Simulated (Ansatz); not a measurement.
```xyz
8

Br   -0.9543   -2.7060   -1.0312
F     2.1809    1.8758   -1.7476
N     1.3809   -0.7388   -1.2935
Si    2.6790    0.4180   -1.2197
Si    0.4632   -1.2892    0.0777
H     3.7829    0.0014   -2.1166
H     3.0669    0.5515    0.2040
H     1.1338   -1.0947   -2.2182
```

Geometry: PBE0-D3(BJ)/pcseg-1.

These are results of isolated molecule in a Gaussian basis; Kohn-Sham density functional theory, functional PBE0 (Ansatz 0.2.0), not measurements.

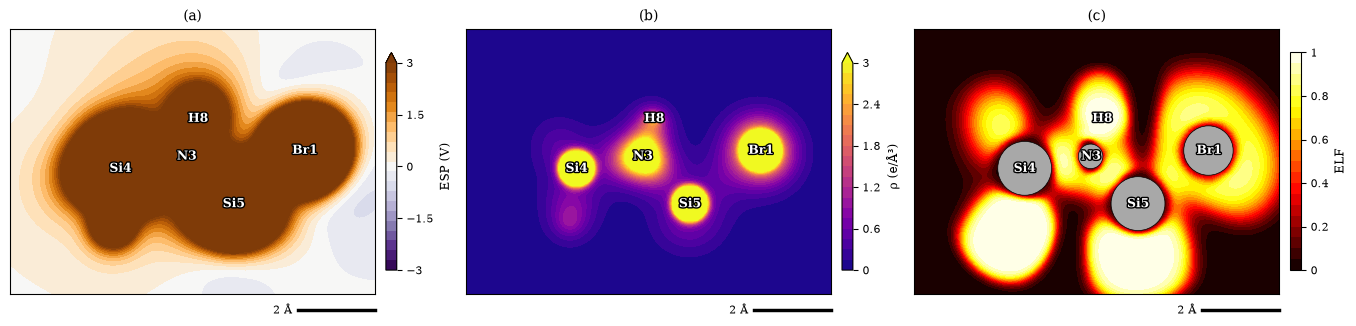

BrFH3NSi2 (SMILES F[SiH2]N[Si]Br). (a) molecular electrostatic potential; (b) electron density; (c) ELF on the plane of atoms Br1, Si5 and N3. Grey discs cover the atomic cores in the ELF map.

**Read the bonding off the picture.**

The section cuts through Br, N, Si and H sites.
Si–N (1.74 Å): ρ at the midpoint is about 1.1 e/Å³; the ELF peaks at about 0.90 between the atoms: a polar covalent bond.
Si–Br (2.29 Å): ρ is about 0.69 e/Å³ halfway, with its minimum of 0.54 e/Å³ about 0.8 Å from Si; the ELF peaks at about 0.80 between the atoms (a shared but strongly polarised pair).
N–H (1.02 Å): ρ at the midpoint is about 2.8 e/Å³; the ELF climbs to about 1 towards the hydrogen, as it does in any bond to H: a covalent bond by its length.
The ELF also peaks beside Si5 and Br1, away from the bonds: lone-pair regions.
Outside the dense part of the molecule the potential is most negative (−0.5 V) near Br1.
